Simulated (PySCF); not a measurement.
**C$_{5}$H$_{12}$N$_{2}$: density, localisation and related maps**

Input file:

```
{"job": {"kind": "nmr", "xc": "PBE0", "basis": "pcSseg-1"}, "charge": 0, "multiplicity": 1}
C     -1.360005     0.257864    -1.144299
C     -0.542778    -0.002100     0.130062
N     -1.383786    -0.253422     1.291435
C      0.442278    -1.177648    -0.062699
C      1.826630    -0.569236     0.231652
N      1.718366     0.852349    -0.056751
C      0.397376     1.197936     0.435663
H     -0.706337     0.500113    -1.979717
H     -1.945306    -0.622514    -1.408608
H     -2.043697     1.092572    -0.990921
H     -1.949852     0.563151     1.496884
H     -2.014132    -1.027723     1.109770
H      0.207750    -1.991126     0.619944
H      0.397606    -1.553470    -1.085377
H      2.057666    -0.668777     1.295113
H      2.628973    -1.025588    -0.347056
H      1.748309     0.992087    -1.064023
H      0.463786     1.311468     1.521383
H      0.047351     2.133313     0.000082
```

Launched as:

```sh
OMP_NUM_THREADS=1 python probes_run.py task.json out
```

Geometry: GFN2-xTB.

Method: PBE0/pcSseg-1, SCF density, gas phase, non-relativistic in PySCF 2.14.0.

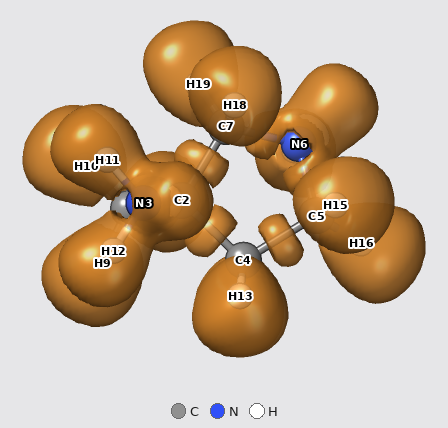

Figure 1. Isosurface of the electron localisation function at 0.75 (orange), seen at a tilt. Only the valence region is drawn (cores and ρ < 0.01 e/Å³ removed).

Identify the bonds, lone pairs and shells in this picture.

At this value the surface marks out four regions between bonded C–C atoms (shared pairs), nine regions around hydrogen nuclei and two joined regions spread over several atoms (H, N), in which their bonds and any lone pairs are merged. Along the contacts the grid gives the following. C–N (1.45 Å): the ELF peaks at about 0.95 between the atoms, as expected for localised, covalent bonding. C–C (1.54 Å): the ELF peaks at about 0.95 between the atoms; a covalent bond.

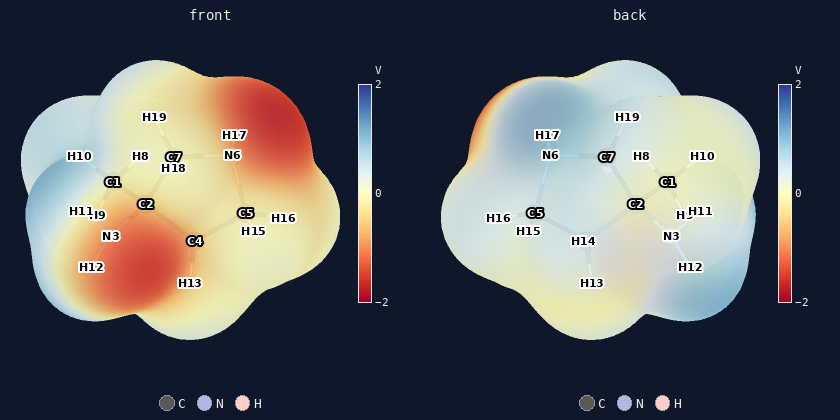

Figure 2. The electrostatic potential painted on the density surface at 0.001 e/bohr³, seen from the front and from behind; the colour scale runs from red (negative) to blue (positive).

Which sites attract a positive test charge, and which a negative one?

A positive charge is drawn to the negative regions and a negative charge to the positive ones. The most negative region (about −1.7 V) lies over N6, the most positive (about +1.1 V) over H11, H12 and H17. N6 is the likeliest acceptor of a hydrogen bond.

What dipole moment does the calculation give?

Its dipole moment is 2.30 D.

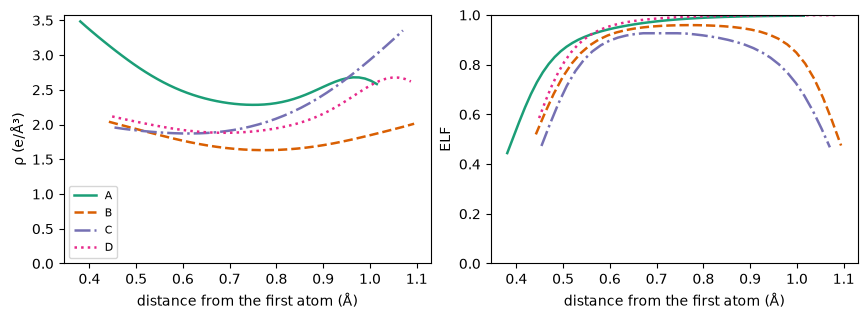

Figure 3. Electron density and ELF along straight lines between neighbouring atoms. The curves leave out the atomic cores.

Which curve belongs to which contact (C–C, C–H, C–N and N–H)? The first atom named is at distance zero.

Curve A: N–H (1.01 Å): ρ at the midpoint is about 2.8 e/Å³; the ELF climbs to about 1 towards the hydrogen, as it does in any bond to H: a covalent bond by its length. Curve B: C–C (1.54 Å): ρ is about 1.6 e/Å³ halfway; the ELF peaks at about 0.95 between the atoms, as expected for a covalent bond. Curve C: C–N (1.45 Å): ρ at the midpoint is about 1.9 e/Å³; the ELF peaks at about 0.95 between the atoms, as expected for a covalent bond. Curve D: C–H (1.09 Å): ρ at the midpoint is about 2 e/Å³; the ELF climbs to about 1 towards the hydrogen (a covalent bond by its length).
